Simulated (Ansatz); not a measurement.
# Geometry relaxation, with input and output: TiH₂Cl₂OF₂

System: TiH₂Cl₂OF₂.
Method: RKS PBE-D4/def2-SVP (Ansatz 0.2.0).

It belongs to a series of runs on one base structure; here: end point B relaxed. Figures and captions count atoms from 1; the log counts them from 0 in places.

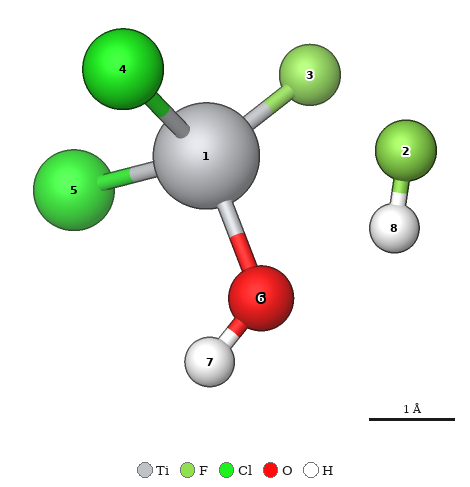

Figure 1. The starting structure (ball-and-stick view, seen at a tilt; atoms are numbered from 1 in the order of the input). Sticks mark near contacts. Bond lengths as drawn: Cl–Ti 2.19 Å, F–H 0.93 Å, F–Ti 1.74 Å, H–O 0.98 Å and O–Ti 1.87 Å.

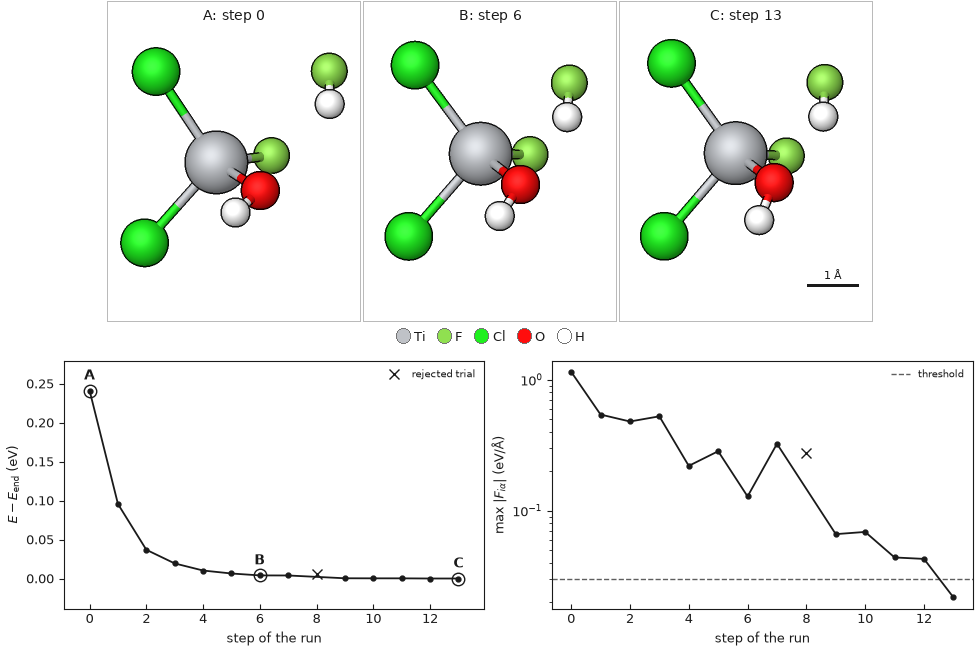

Figure 2. Frames of the relaxation (ball-and-stick view, seen at a tilt) above the curves, on which the letters mark them (the first geometry is step 0 here and step 1 in the log).

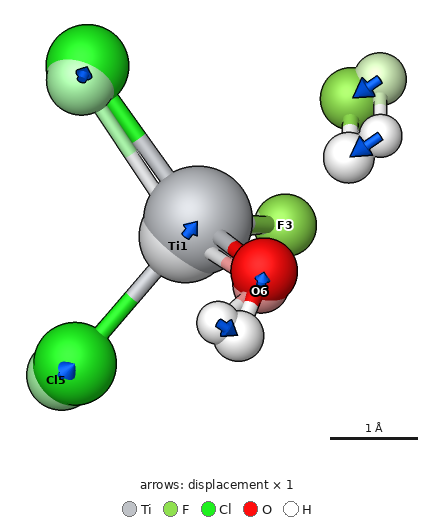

Figure 3. Start (faint) and end (solid) with the displacements as blue arrows, at true length (ball-and-stick view, seen at a tilt). The two geometries are laid on each other by the best rigid fit. The largest move after the best rigid fit is that of H8, 0.45 Å. By element the largest moves are H 0.45 Å, F 0.40 Å, Cl 0.29 Å, Ti 0.24 Å, O 0.18 Å. Among the contacts that change: F2–H8 0.932 → 0.967 Å, Ti1–O6 1.871 → 1.840 Å, Ti1–Cl4 2.189 → 2.196 Å, Ti1–F3 1.736 → 1.742 Å. Among the angles that change: Cl5–Ti1–O6 105.1° → 98.5°, Ti1–O6–H7 120.8° → 126.9°, F3–Ti1–O6 111.8° → 116.5°. Over 13 geometry steps the energy falls by 0.241 eV. The largest force component goes from 1.2 to 0.022 eV/Å. The line search rejected the trial step at point 8 (counted from 0) and went back. (Atoms are counted from 1 in the order of the input.)

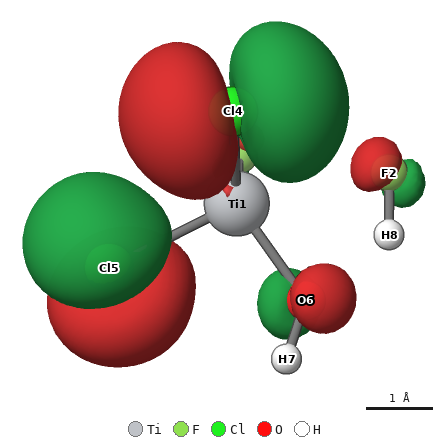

Figure 4. The HOMO at ±0.08 Å⁻³ᐟ² (green and red are the two phases), seen face on. Its energy is −7.65 eV.

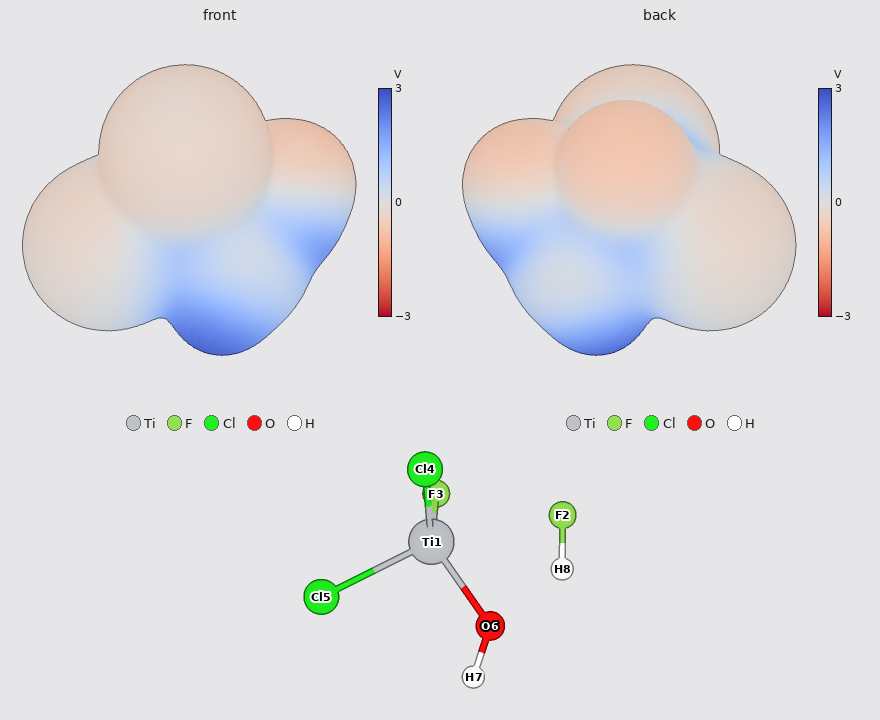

Figure 5. The electrostatic potential painted on the density surface at 0.001 e/bohr³, seen face on and from behind; red is negative and blue positive. The bare structure is drawn below in the same view. A positive charge is drawn to the negative regions and a negative charge to the positive ones.

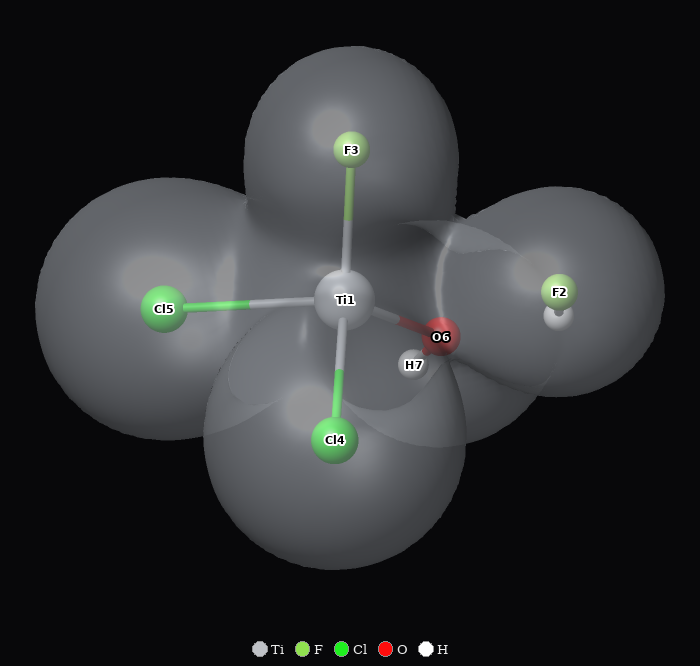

Figure 6. Isosurface of the electron density at 0.1 e/Å³ (grey), seen from the side. At this value the surface is in one piece. On the grid the lowest density along these lines, outside the cores, is 0.2 e/Å³ (Ti···F, 2.39 Å), 1.1 e/Å³ (Ti–F, 1.74 Å), 0.93 e/Å³ (Ti–O, 1.84 Å) and 0.63 e/Å³ (Ti–Cl, 2.20 Å).

These pictures come from the run below.

**The input**
```yaml
crystal:
  periodic: [false, false, false]
  atoms:
    - { symbol: Ti, position_ang: [-0.486731, -0.231809, -0.417159] }
    - { symbol: F, position_ang: [-0.110686, 0.907619, 2.357786] }
    - { symbol: F, position_ang: [1.096798, -0.716994, 0.103411] }
    - { symbol: Cl, position_ang: [-0.615577, 1.887779, -0.949941] }
    - { symbol: Cl, position_ang: [-0.963618, -1.346089, -2.239564] }
    - { symbol: O, position_ang: [-1.804692, -0.726142, 0.815363] }
    - { symbol: H, position_ang: [-2.734552, -0.833315, 0.537566] }
    - { symbol: H, position_ang: [-0.904043, 0.429252, 2.459738] }
basis:
  gaussian: { orbitals: def2-SVP }
hamiltonian:
  xc: pbe
  dispersion: d4
relax:
  f_tol: 0.03
  max_steps: 50
output:
  orbitals: {}
```

Command:
```bash
ansatz run input.yaml --threads 4 --pin off --max-ram 5120MiB --backend cpu --events-out ev --progress --plain --runs-dir out
```

**Output**
```
The last accepted step is kept in [file] (removed where the run ends without a failure and the disk answers)
Engine: ansatz 0.2.0, aarch64-unknown-linux-gnu
Functional definition: PBE
  parameter kappa = 0.804
  parameter beta = 0.06672455060314922
  exchange = pbe_x(kappa = kappa, mu = beta*pi^2/3)
  correlation = pbe_c(beta = beta)
1325 factors; their error is unknown
mean field evaluation 1: about -55632.4063 eV, gradient 7.2e1 eV
mean field evaluation 2: about -55281.8818 eV, gradient 4.2e2 eV
mean field evaluation 4: about -55623.9131 eV, gradient 9.8e1 eV
mean field evaluation 8: about -55641.4368 eV, gradient 6.4e-2 eV
mean field -55641.38122647 eV, -2044.7830449900 hartree, gradient 1.3e-5 eV, S^2 0.000000; 0 other end points of the search recorded, 0 dependent functions left out
the calculation of the forces begins
reference -55641.38133252 eV, -2044.7830488871 hartree; 42, 42 occupied and 77, 77 virtual orbitals, 1325 factors
relax step   1: F+E_penalty+E_count = -55641.59996578 eV  Δ(F+E_penalty+E_count) = +0.000e0 eV  max|allowed force component| = 1.151e0 eV/Å  Δτ_max = 0.0000 Å  (54 SCF iters, accepted)
these checks for a lower state are left out or cut short: starts, cluster_reference, orbital_swaps, neighbouring_geometries, increment
1325 factors; their error is unknown
mean field evaluation 16: about -55641.5200 eV, gradient 1.6e-1 eV
mean field -55641.52007328 eV, -2044.7881475160 hartree, gradient 1.8e-5 eV, S^2 0.000000; 0 other end points of the search recorded, 0 dependent functions left out
[... from here on the field's lines of each further geometry are left out, up to the last ...]
relax step   2: F+E_penalty+E_count = -55641.74550912 eV  Δ(F+E_penalty+E_count) = -1.455e-1 eV  max|allowed force component| = 5.424e-1 eV/Å  Δτ_max = 0.1950 Å  (33 SCF iters, accepted)
relax step   3: F+E_penalty+E_count = -55641.80420468 eV  Δ(F+E_penalty+E_count) = -5.870e-2 eV  max|allowed force component| = 4.799e-1 eV/Å  Δτ_max = 0.1950 Å  (40 SCF iters, accepted)
relax step   4: F+E_penalty+E_count = -55641.82170280 eV  Δ(F+E_penalty+E_count) = -1.750e-2 eV  max|allowed force component| = 5.256e-1 eV/Å  Δτ_max = 0.0842 Å  (33 SCF iters, accepted)
relax step   5: F+E_penalty+E_count = -55641.83080498 eV  Δ(F+E_penalty+E_count) = -9.102e-3 eV  max|allowed force component| = 2.199e-1 eV/Å  Δτ_max = 0.0407 Å  (32 SCF iters, accepted)
relax step   6: F+E_penalty+E_count = -55641.83461723 eV  Δ(F+E_penalty+E_count) = -3.812e-3 eV  max|allowed force component| = 2.844e-1 eV/Å  Δτ_max = 0.0575 Å  (32 SCF iters, accepted)
relax step   7: F+E_penalty+E_count = -55641.83707351 eV  Δ(F+E_penalty+E_count) = -2.456e-3 eV  max|allowed force component| = 1.284e-1 eV/Å  Δτ_max = 0.0212 Å  (33 SCF iters, accepted)
relax step   8: F+E_penalty+E_count = -55641.83715729 eV  Δ(F+E_penalty+E_count) = -8.378e-5 eV  max|allowed force component| = 3.241e-1 eV/Å  Δτ_max = 0.0867 Å  (34 SCF iters, accepted)
relax step   9: F+E_penalty+E_count = -55641.83481509 eV  Δ(F+E_penalty+E_count) = +2.342e-3 eV  max|allowed force component| = 2.771e-1 eV/Å  Δτ_max = 0.0613 Å  (33 SCF iters, rejected (line search))
relax step  10: F+E_penalty+E_count = -55641.84075128 eV  Δ(F+E_penalty+E_count) = -3.594e-3 eV  max|allowed force component| = 6.615e-2 eV/Å  Δτ_max = 0.0300 Å  (32 SCF iters, accepted)
relax step  11: F+E_penalty+E_count = -55641.84082008 eV  Δ(F+E_penalty+E_count) = -6.879e-5 eV  max|allowed force component| = 6.878e-2 eV/Å  Δτ_max = 0.0041 Å  (27 SCF iters, accepted)
relax step  12: F+E_penalty+E_count = -55641.84084011 eV  Δ(F+E_penalty+E_count) = -2.003e-5 eV  max|allowed force component| = 4.390e-2 eV/Å  Δτ_max = 0.0272 Å  (32 SCF iters, accepted)
relax step  13: F+E_penalty+E_count = -55641.84104589 eV  Δ(F+E_penalty+E_count) = -2.058e-4 eV  max|allowed force component| = 4.279e-2 eV/Å  Δτ_max = 0.0272 Å  (31 SCF iters, accepted)
the calculation of the forces begins
reference -55641.61071839 eV, -2044.7914786625 hartree; 42, 42 occupied and 77, 77 virtual orbitals, 1325 factors
relax step  14: F+E_penalty+E_count = -55641.84104947 eV  Δ(F+E_penalty+E_count) = -3.580e-6 eV  max|allowed force component| = 2.178e-2 eV/Å  Δτ_max = 0.0092 Å  (33 SCF iters, accepted)
1325 factors; their error is unknown
mean field -55641.61061109 eV, -2044.7914747194 hartree, gradient 9.0e-6 eV, S^2 0.000000; 1 other end points of the search recorded, 0 dependent functions left out
the calculation of the forces begins
reference -55641.61071839 eV, -2044.7914786625 hartree; 42, 42 occupied and 77, 77 virtual orbitals, 1325 factors
Total energy: -55641.84115677 eV, -2044.7999471168 hartree
Atom 0 at    -0.445925    -0.095817    -0.218954 Å, force     0.008876     0.001797     0.002003 eV/Å
Atom 1 at    -0.214166     0.791107     1.987580 Å, force     0.000975    -0.003810     0.002223 eV/Å
Atom 2 at     1.129198    -0.742427     0.146996 Å, force    -0.000857    -0.001023    -0.002802 eV/Å
Atom 3 at    -0.435426     1.992988    -0.896961 Å, force    -0.002120    -0.004785    -0.010543 eV/Å
Atom 4 at    -1.071626    -1.232673    -1.992024 Å, force     0.001958     0.007549    -0.003726 eV/Å
Atom 5 at    -1.815114    -0.578292     0.911059 Å, force    -0.021775    -0.005719     0.015465 eV/Å
Atom 6 at    -2.622721    -1.068592     0.674485 Å, force     0.017046     0.006291    -0.001505 eV/Å
Atom 7 at    -1.047321     0.304007     2.055018 Å, force    -0.004104    -0.000300    -0.001114 eV/Å
Dipole moment:    -0.552426    -0.253506     0.235952 e Å
```

**Trajectory as extended XYZ (Å, eV, eV/Å), 14 frames, from step=1 to step=14**
```
8
Properties=species:S:1:pos:R:3:forces:R:3 step=1 energy=-55641.59997
Ti   -0.4867   -0.2318   -0.4172   -0.9880  -0.3202   1.1508
F    -0.1107    0.9076    2.3578    0.2860   0.1176  -0.2290
F     1.0968   -0.7170    0.1034   -0.0121   0.0082  -0.0033
Cl   -0.6156    1.8878   -0.9499    0.0019  -0.0028   0.0100
Cl   -0.9636   -1.3461   -2.2396   -0.0032  -0.0015  -0.0010
O    -1.8047   -0.7261    0.8154    1.1327   0.5176  -0.7889
H    -2.7346   -0.8333    0.5376   -0.0119  -0.0051  -0.0028
H    -0.9040    0.4293    2.4597   -0.4053  -0.3138  -0.1356
8
Properties=species:S:1:pos:R:3:forces:R:3 step=2 energy=-55641.74551
Ti   -0.4849   -0.2079   -0.3429   -0.1442   0.0306   0.5424
F    -0.1567    0.8433    2.1796    0.3294   0.1713  -0.1053
F     1.1028   -0.7115    0.1462    0.0534  -0.0368  -0.0270
Cl   -0.6108    1.9048   -0.9010   -0.0106   0.0549  -0.0401
Cl   -0.9646   -1.3223   -2.1684   -0.0482  -0.0208   0.0200
O    -1.7684   -0.6746    0.8727    0.1532   0.1087  -0.3024
H    -2.6944   -0.8111    0.5902    0.0191  -0.0390   0.0681
H    -0.9461    0.3496    2.2907   -0.3522  -0.2688  -0.1557
8
Properties=species:S:1:pos:R:3:forces:R:3 step=3 energy=-55641.80421
Ti   -0.4712   -0.1591   -0.2524    0.4799  -0.0054  -0.1920
F    -0.1567    0.8082    2.0866    0.0097  -0.0283  -0.1401
F     1.1172   -0.7329    0.1726   -0.0333   0.0418  -0.0319
Cl   -0.6060    1.9397   -0.8755   -0.0046   0.0409  -0.0086
Cl   -0.9842   -1.2887   -2.0672   -0.0377   0.0350   0.0511
O    -1.7681   -0.6756    0.9009   -0.2153   0.0381   0.1582
H    -2.6830   -0.8345    0.6014   -0.0508  -0.0535   0.0895
H    -0.9710    0.3132    2.1008   -0.1478  -0.0685   0.0739
8
Properties=species:S:1:pos:R:3:forces:R:3 step=4 energy=-55641.82170
Ti   -0.4417   -0.1448   -0.2311    0.2812   0.1317  -0.1444
F    -0.1982    0.7858    2.0168    0.1553   0.0663   0.0305
F     1.1469   -0.7333    0.1686    0.0200   0.0181  -0.0388
Cl   -0.5791    1.9517   -0.8747    0.0298  -0.0107  -0.0192
Cl   -1.0133   -1.2704   -2.0305   -0.0096   0.0075   0.0327
O    -1.7554   -0.6506    0.9229   -0.5256  -0.1616   0.0330
H    -2.6683   -0.8484    0.6307    0.1330  -0.0356   0.0940
H    -1.0141    0.2803    2.0645   -0.0841  -0.0158   0.0121
8
Properties=species:S:1:pos:R:3:forces:R:3 step=5 energy=-55641.83080
Ti   -0.4345   -0.1293   -0.2180    0.1061   0.0489  -0.0426
F    -0.1954    0.7663    2.0049   -0.0350   0.0083   0.0194
F     1.1572   -0.7232    0.1589    0.0213   0.0030  -0.0380
Cl   -0.5443    1.9613   -0.8881    0.0188  -0.0193   0.0095
Cl   -1.0358   -1.2579   -2.0045    0.0072  -0.0033   0.0016
O    -1.7682   -0.6529    0.9262    0.0284   0.0684   0.1034
H    -2.6632   -0.8886    0.6351   -0.2199  -0.1149  -0.0487
H    -1.0388    0.2944    2.0528    0.0730   0.0090  -0.0046
8
Properties=species:S:1:pos:R:3:forces:R:3 step=6 energy=-55641.83462
Ti   -0.4320   -0.1146   -0.2076   -0.0044  -0.0344   0.0306
F    -0.2039    0.7728    1.9903   -0.1028  -0.0572   0.0098
F     1.1655   -0.7185    0.1370   -0.0463   0.0185  -0.0024
Cl   -0.4962    1.9737   -0.8914   -0.0037  -0.0337   0.0092
Cl   -1.0502   -1.2494   -1.9841    0.0018   0.0062  -0.0138
O    -1.7850   -0.6454    0.9327   -0.2263   0.0158  -0.1140
H    -2.6726   -0.9448    0.6423    0.2844   0.0555   0.0924
H    -1.0487    0.2965    2.0480    0.0973   0.0293  -0.0117
8
Properties=species:S:1:pos:R:3:forces:R:3 step=7 energy=-55641.83707
Ti   -0.4335   -0.1151   -0.2078   -0.1284   0.0388  -0.0075
F    -0.2095    0.7771    1.9909   -0.0199  -0.0221   0.0081
F     1.1586   -0.7193    0.1379    0.0757  -0.0361   0.0273
Cl   -0.4853    1.9703   -0.8978   -0.0009  -0.0141   0.0151
Cl   -1.0520   -1.2401   -1.9907   -0.0013  -0.0103   0.0051
O    -1.7895   -0.6343    0.9347   -0.0350   0.0365  -0.0777
H    -2.6636   -0.9624    0.6502    0.0848  -0.0012   0.0334
H    -1.0483    0.2941    2.0497    0.0250   0.0086  -0.0037
8
Properties=species:S:1:pos:R:3:forces:R:3 step=8 energy=-55641.83716
Ti   -0.4421   -0.0999   -0.2236   -0.0658  -0.0413   0.0640
F    -0.2105    0.7902    1.9973   -0.0987  -0.0371  -0.0326
F     1.1234   -0.7525    0.1599    0.0676   0.0104  -0.0305
Cl   -0.4617    1.9897   -0.9000    0.0171  -0.0019   0.0051
Cl   -1.0599   -1.2266   -2.0054   -0.0003   0.0044   0.0130
O    -1.7956   -0.6019    0.9202    0.3128   0.2081   0.0433
H    -2.6261   -1.0342    0.6811   -0.3241  -0.1757  -0.0960
H    -1.0506    0.3056    2.0378    0.0915   0.0329   0.0337
8
Properties=species:S:1:pos:R:3:forces:R:3 step=9 energy=-55641.83482 accepted=F
Ti   -0.4450   -0.0909   -0.1973    0.0419   0.0519  -0.2771
F    -0.2146    0.7843    1.9638    0.0231  -0.0094   0.0778
F     1.1389   -0.7360    0.1379   -0.0056  -0.0212   0.0602
Cl   -0.4299    1.9871   -0.9093    0.0001   0.0118   0.0173
Cl   -1.0571   -1.2193   -1.9820   -0.0096  -0.0192   0.0036
O    -1.8392   -0.5643    0.8990    0.0491   0.0264   0.2117
H    -2.6347   -1.0820    0.6918   -0.0494  -0.0491  -0.0571
H    -1.0416    0.2913    2.0634   -0.0496   0.0088  -0.0364
8
Properties=species:S:1:pos:R:3:forces:R:3 step=10 energy=-55641.84075
Ti   -0.4433   -0.0973   -0.2200   -0.0255  -0.0024   0.0218
F    -0.2140    0.7886    1.9866   -0.0155  -0.0003   0.0045
F     1.1302   -0.7438    0.1511    0.0086  -0.0004  -0.0155
Cl   -0.4405    1.9919   -0.8981    0.0052  -0.0081  -0.0048
Cl   -1.0664   -1.2280   -1.9980    0.0041   0.0033   0.0078
O    -1.8110   -0.5816    0.9132   -0.0651  -0.0298  -0.0160
H    -2.6273   -1.0638    0.6855    0.0662   0.0328  -0.0014
H    -1.0509    0.3043    2.0469    0.0222   0.0048   0.0037
8
Properties=species:S:1:pos:R:3:forces:R:3 step=11 energy=-55641.84082
Ti   -0.4444   -0.0979   -0.2200   -0.0230  -0.0067   0.0101
F    -0.2124    0.7901    1.9876   -0.0153  -0.0024   0.0000
F     1.1289   -0.7450    0.1514    0.0075   0.0001  -0.0141
Cl   -0.4410    1.9915   -0.8972    0.0047  -0.0077  -0.0048
Cl   -1.0666   -1.2283   -1.9994    0.0057   0.0084   0.0166
O    -1.8120   -0.5817    0.9129   -0.0619  -0.0287  -0.0172
H    -2.6268   -1.0652    0.6822    0.0688   0.0363   0.0043
H    -1.0489    0.3066    2.0497    0.0137   0.0006   0.0050
8
Properties=species:S:1:pos:R:3:forces:R:3 step=12 energy=-55641.84084
Ti   -0.4429   -0.1004   -0.2146   -0.0051  -0.0037  -0.0108
F    -0.2123    0.7848    1.9894    0.0053   0.0005   0.0033
F     1.1394   -0.7355    0.1410   -0.0111   0.0002   0.0087
Cl   -0.4469    1.9863   -0.8999   -0.0031  -0.0057   0.0017
Cl   -1.0657   -1.2341   -1.9914   -0.0003   0.0056   0.0082
O    -1.8106   -0.5909    0.9171    0.0439   0.0361   0.0114
H    -2.6350   -1.0436    0.6678   -0.0260  -0.0249  -0.0136
H    -1.0490    0.3037    2.0578   -0.0036  -0.0082  -0.0089
8
Properties=species:S:1:pos:R:3:forces:R:3 step=13 energy=-55641.84105
Ti   -0.4454   -0.0952   -0.2162    0.0141  -0.0025  -0.0250
F    -0.2151    0.7905    1.9900    0.0067  -0.0011  -0.0017
F     1.1304   -0.7427    0.1462   -0.0068   0.0036   0.0028
Cl   -0.4362    1.9899   -0.9056    0.0001   0.0019   0.0069
Cl   -1.0699   -1.2271   -1.9931    0.0000  -0.0015   0.0042
O    -1.8152   -0.5794    0.9123   -0.0428  -0.0171   0.0148
H    -2.6244   -1.0676    0.6752    0.0376   0.0182   0.0033
H    -1.0473    0.3020    2.0585   -0.0089  -0.0014  -0.0052
8
Properties=species:S:1:pos:R:3:forces:R:3 step=14 energy=-55641.84105
Ti   -0.4459   -0.0958   -0.2190    0.0089   0.0018   0.0020
F    -0.2142    0.7911    1.9876    0.0010  -0.0038   0.0022
F     1.1292   -0.7424    0.1470   -0.0009  -0.0010  -0.0028
Cl   -0.4354    1.9930   -0.8970   -0.0021  -0.0048  -0.0105
Cl   -1.0716   -1.2327   -1.9920    0.0020   0.0075  -0.0037
O    -1.8151   -0.5783    0.9111   -0.0218  -0.0057   0.0155
H    -2.6227   -1.0686    0.6745    0.0170   0.0063  -0.0015
H    -1.0473    0.3040    2.0550   -0.0041  -0.0003  -0.0011
```

**Summary**

```tsv
quantity	value
outcome	converged
total energy	−55641.8412 eV
mean-field energy	−55641.6107 eV
largest force (length of the vector) at the end	0.027 eV/Å
hardware	4 threads of Arm Neoverse V1, 24 GiB of memory available, shared host
wall time	29 s (CPU time 1.8 min)
peak memory	0.2 GiB
```
